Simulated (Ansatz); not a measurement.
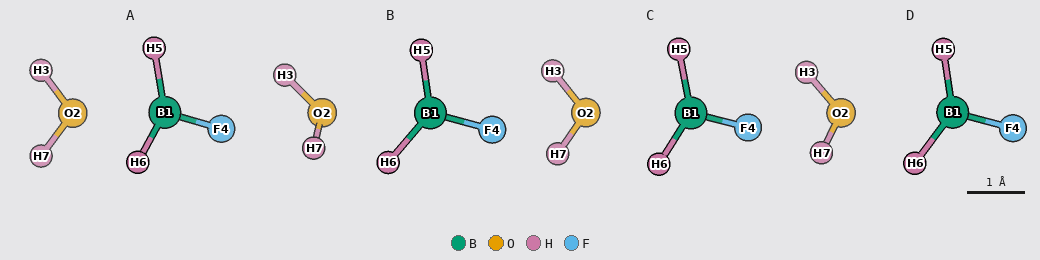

4 geometries from one relaxation of BH$_{4}$OF, in shuffled order. Style: ball-and-stick. Shown at a tilt.

The run prepares an end point of a later path (reaction) calculation, from a guessed geometry.

The calculation used Ansatz, RHF/6-31G*. Set-up: no spin polarisation; force threshold 0.03 eV/Å; at most 50 steps.

**Order the frames from highest to lowest energy.**

B, D, C, A. They are steps 0, 3, 7, 15, at +20.0 kJ/mol, +9.34 kJ/mol, +3.22 kJ/mol relative to the last. Over 12 accepted moves (15 points after the start) the energy falls by 20.0 kJ/mol. The largest force component goes from 1.3 to 0.0074 eV/Å. The line search rejected the trial steps at points 2, 12, 13 of the run. H7 moves most after the best rigid fit: 0.52 Å. By element the largest moves are H 0.52 Å, O 0.30 Å, F 0.26 Å, B 0.10 Å. Near-neighbour distances that change, for instance: B1–O2 2.607 → 2.220 Å, O2–H7 0.971 → 0.949 Å, B1–F4 1.314 → 1.324 Å. The run took 19 s on 1 thread of Arm Neoverse N1, on a shared host, peak memory 0.11 GiB.

Limits of the set-up: Hartree-Fock leaves out electron correlation.
